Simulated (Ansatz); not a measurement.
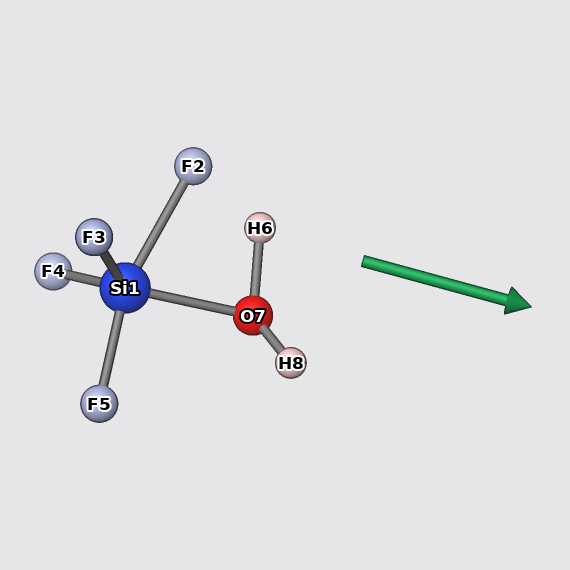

The arrow beside the molecule shows the direction of the dipole moment, from the negative to the positive end (its length means nothing). The geometry was computed by a saddle-point search with PBE0-D4/def2-TZVP. Method: RKS PBE0-D4/def2-TZVP (Ansatz 0.2.0).

### Estimate the dipole moment.

4.06 D; it points from the side of F4 to the side of H8 (the outermost atoms at the two ends).
